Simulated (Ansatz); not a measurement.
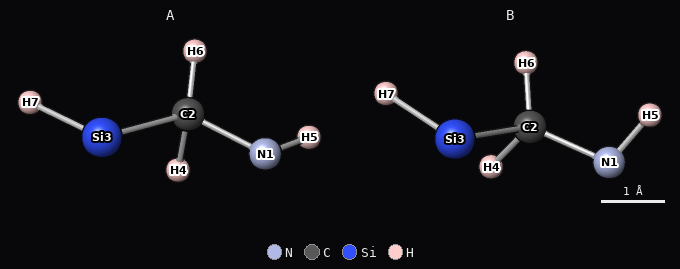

Two geometries of CH₄NSi (multiplicity 2), drawn at one scale. One is the start of a relaxation, the other its converged end. A ball-and-stick model, seen at a tilt.

Method: UKS PBE0/6-31G* in Ansatz 0.2.0. Set-up: collinear spin; force threshold 0.02 eV/Å; at most 50 steps.

Q: Which one is relaxed?

A: Structure B is the relaxed one. The run prepares an end point of a later path (hydrogen shift) calculation, from a guessed geometry. The energy falls by 1.318 eV in 8 accepted moves (10 points after the start). The largest force component goes from 2.9 to 0.013 eV/Å. The line search rejected the trial steps at points 5, 9 of the run. The largest move after the best rigid fit is that of H5, 0.80 Å. Largest moves by element: H 0.80 Å, C 0.32 Å, Si 0.26 Å, N 0.24 Å. Some distances before and after: C2–Si3 1.820 → 1.948 Å, Si3–H7 1.487 → 1.535 Å, C2–H4 1.090 → 1.115 Å, N1–H5 1.009 → 1.026 Å. Among the angles between lasting bonds that change: N1–C2–H4 78.8° → 110.3°, H4–C2–H6 125.5° → 106.5°, C2–Si3–H7 101.2° → 90.0°. Groups turn about N1–C2 by about 70°.
